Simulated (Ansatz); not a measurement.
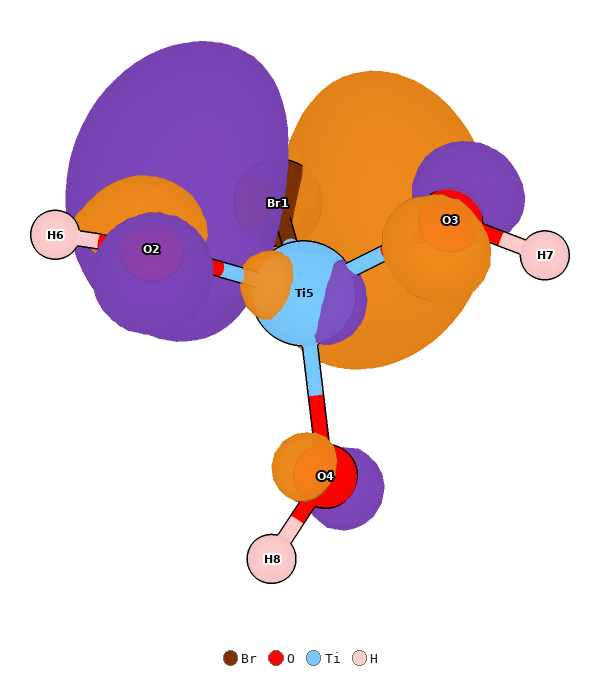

The picture shows: BrH$_{3}$O$_{3}$Ti. The HOMO−1 at ±0.08 Å⁻³ᐟ² (orange and purple are the two phases), seen across its widest extent.

Geometry: PBE0-D4/def2-SVP.

Theory: isolated molecule in a Gaussian basis; Kohn-Sham density functional theory, functional PBE0 in Ansatz.

```xyz
8

Br    0.0661    1.3048   -2.2073
O    -0.8254    1.0474    1.0328
O     1.7830   -0.0075    0.4746
O    -0.5373   -1.4778   -0.3889
Ti    0.1279    0.1336   -0.1330
H    -1.5901    1.6285    0.9776
H     2.4096   -0.7295    0.3586
H    -1.3415   -1.9566   -0.1701
```

### Describe this orbital and give its energy.

It lies mainly on Br1 (about 85 %) and Ti5 (about 10 %); largely a lone pair of Br1. Its energy is −8.22 eV.
